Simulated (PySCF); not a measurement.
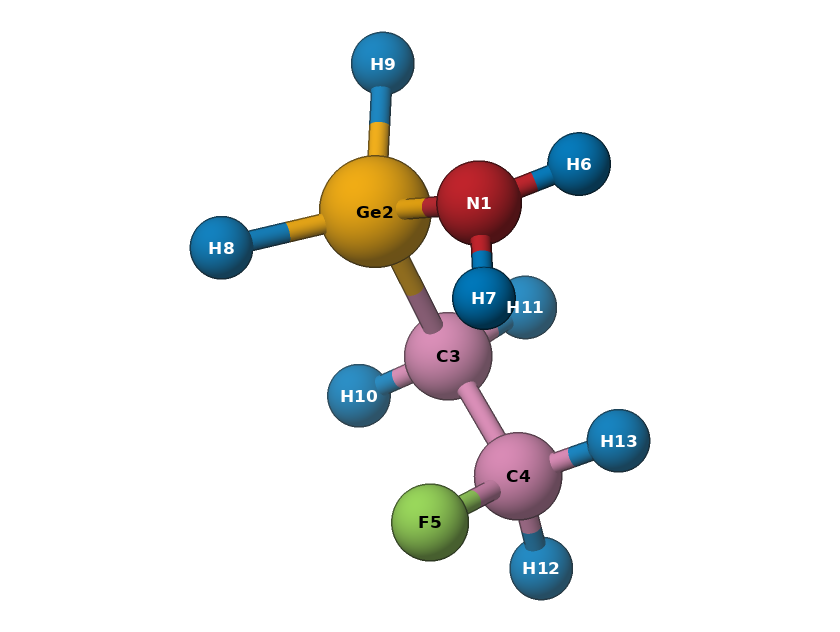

Computed geometry: PBE0-D3(BJ)/def2-SVP optimisation. No frequency run is at hand to confirm it as a minimum. Method: delta-SCF UKS PBE, pcX-2 on the ionised atom, pcseg-1 elsewhere, spin-free X2C (PySCF 2.14.0).

Give the core-electron binding energies (to vacuum) of N1 1s, C3 1s, C4 1s, F5 1s.

```
atom  level  binding energy (eV)
  N1     1s                403.4
  C3     1s                289.5
  C4     1s                292.2
  F5     1s                691.2
```
